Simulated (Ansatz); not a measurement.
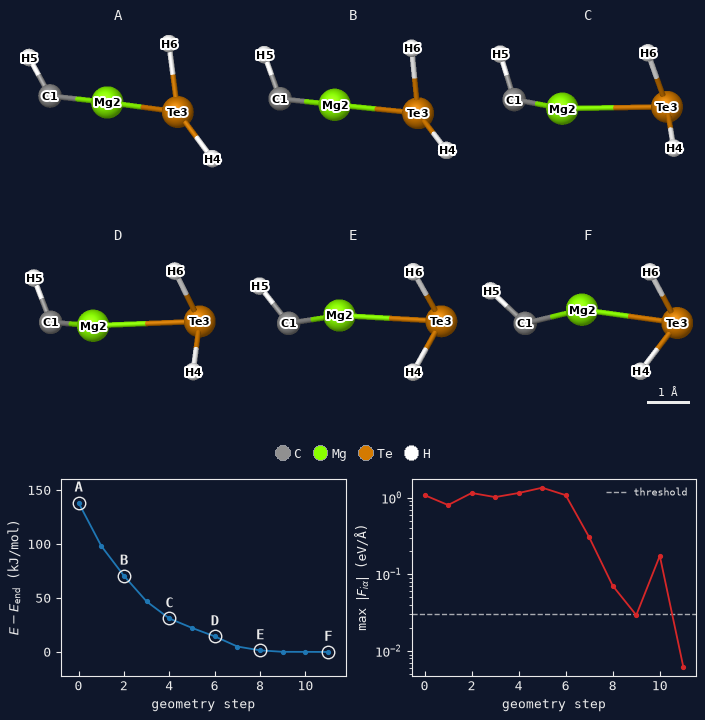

Frames of a relaxation of CH₃MgTe (charge +1), marked on the history of the run. The picture is a ball-and-stick view, seen from a free direction.

It is one of the separated reactants of a reaction.

The calculation used RKS PBE-D4/def2-SVP (Ansatz). Set-up: force threshold 0.03 eV/Å; at most 250 steps.

> Describe the path.

The atom that moves furthest after the best rigid fit is H4 (1.06 Å). By element the largest moves are H 1.06 Å, Te 0.77 Å, Mg 0.33 Å, C 0.24 Å. Among the contacts that change: Mg2–Te3 2.614 → 2.946 Å, C1–H5 1.095 → 1.132 Å, C1–Mg2 2.138 → 2.162 Å, Te3–H6 1.663 → 1.684 Å. Bond angles that change, for instance: Mg2–Te3–H4 144.0° → 89.6°, H4–Te3–H6 128.3° → 90.0°, C1–Mg2–Te3 179.1° → 161.2°. Over 11 geometry steps the energy falls by 138.4 kJ/mol. Largest force component: 1.1 eV/Å at the start, 0.0062 eV/Å at the end. The forces were under the threshold at step 9, but the run went on from there. Cost: 17 s on 2 threads of Arm Neoverse V1, on a shared host. From step 0 to 2: H6 moves most (0.39 Å), energy −67.8 kJ/mol. From step 2 to 4: Te3 moves most (0.39 Å), energy −39.6 kJ/mol. From step 4 to 6: H4 moves most (0.38 Å), energy −16.6 kJ/mol. From step 6 to 8: Mg and H atoms move most (0.39 Å), energy −13.0 kJ/mol. From step 8 to 11: Mg2 moves most (0.26 Å), energy −1.47 kJ/mol.

| step | E − E(0), kJ/mol | largest force component, eV/Å |
| --- | --- | --- |
| 0 | 0.00 | 1.0849 |
| 1 | -40.04 | 0.8050 |
| 2 | -67.76 | 1.1566 |
| 3 | -91.59 | 1.0222 |
| 4 | -107.35 | 1.1561 |
| 5 | -116.11 | 1.3558 |
| 6 | -123.96 | 1.0828 |
| 7 | -133.37 | 0.3051 |
| 8 | -136.93 | 0.0710 |
| 9 | -138.28 | 0.0294 |
| 10 | -138.33 | 0.1748 |
| 11 | -138.40 | 0.0062 |
